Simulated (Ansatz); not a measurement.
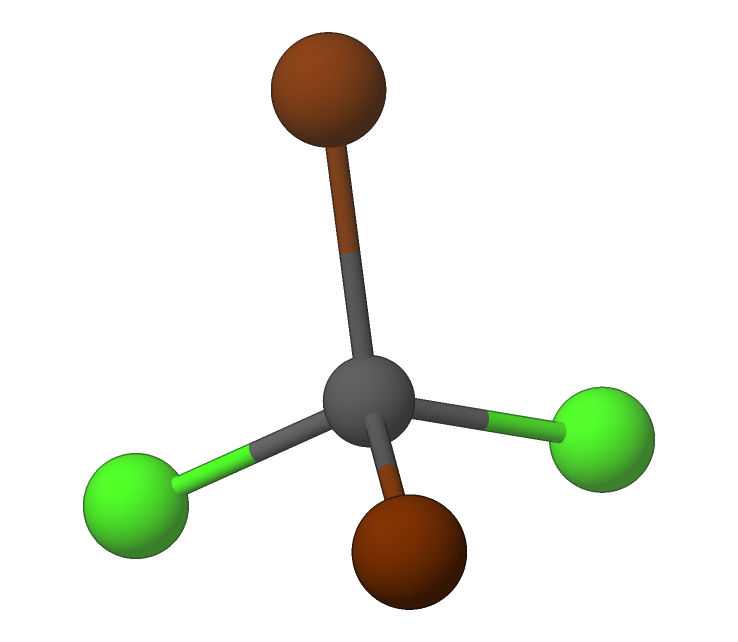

Rendered structure (ball-and-stick style). Every bond is drawn as one stick, whatever its order. Colours: chlorine green, carbon dark grey, bromine brown.

Question: Count the atoms of each element.

Answer: CBr2Cl2, 5 atoms: 1 carbon, 2 bromine and 2 chlorine.

Question: Count the bonded pairs by element.

Answer: 2 C–Cl, 2 C–Br.

Question: Give the symmetry (Schoenflies symbol).

Answer: C2v.

More results for the same structure follow; atom numbers are the same in all pictures, views and colours differ. The geometry was computed by an optimisation with PBE0-D4/def2-TZVP.

**Levels of theory compared**

Program: Ansatz 0.2.0.

At this fixed geometry, give HOMO energy (eV) at these levels: B3LYP-D4/def2-TZVPP; PBE0-D4/def2-SVP; PBE0-D4/def2-TZVPP; revPBE-D4/def2-TZVPP; ωB97M-V/def2-SVP; ωB97M-V/def2-TZVPP; ωB97X-V/def2-TZVPP.

| level | HOMO energy (eV) |
| --- | --- |
| B3LYP-D4/def2-TZVPP | −8.08 |
| PBE0-D4/def2-SVP | −8.25 |
| PBE0-D4/def2-TZVPP | −8.36 |
| revPBE-D4/def2-TZVPP | −6.98 |
| ωB97M-V/def2-SVP | −10.43 |
| ωB97M-V/def2-TZVPP | −10.58 |
| ωB97X-V/def2-TZVPP | −10.74 |

**Charges**

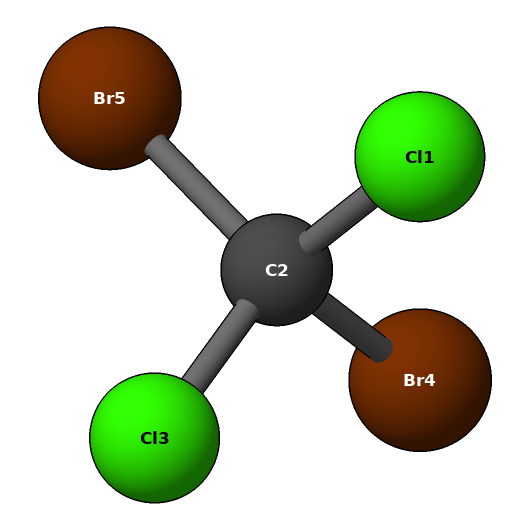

The questions are on Mulliken charges. Method: RKS ωB97M-V/def2-TZVPP (Ansatz 0.2.0).

Give the Mulliken charges atom by atom.

```csv
atom,value (e)
Cl1,0.02
C2,−0.07
Cl3,0.02
Br4,0.02
Br5,0.02
```

**Thermal motion**

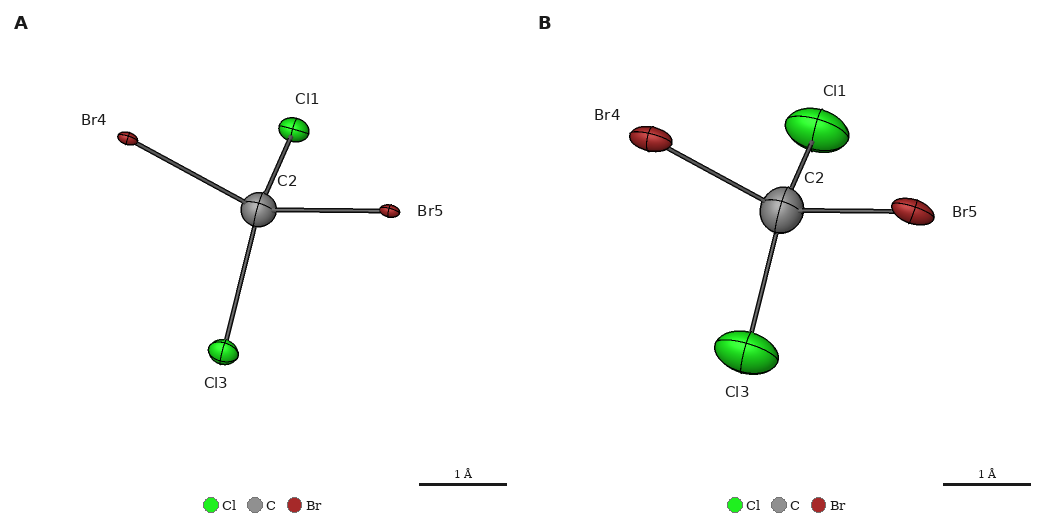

Displacement ellipsoids at the 50 % level, scaled by 3, from the internal vibrations of the free molecule (harmonic, no overall translation or rotation; no half-axis is drawn under 0.075 Å). Vibrations computed with RKS PBE0-D4/def2-TZVP (Ansatz 0.2.0). One panel is for 0 K (zero-point motion alone), the other for 600 K.

Question: Which panel is for 600 K?

Answer: B.

Question: How much does the mean-square displacement of Br5 grow, and why?

Answer: U_eq goes from 0.00040 to 0.0018 Å², a factor of 4.4. Modes below kT (417 cm⁻¹ at 600 K) grow about in proportion to T, and the lowest lies at 153 cm⁻¹; the mean-square amplitude of a mode is its zero-point value times coth(ħω/2kT), which comes close to 1 only above about 3kT.

Mulliken values depend strongly on the basis set and can even reverse the polarity of a bond.
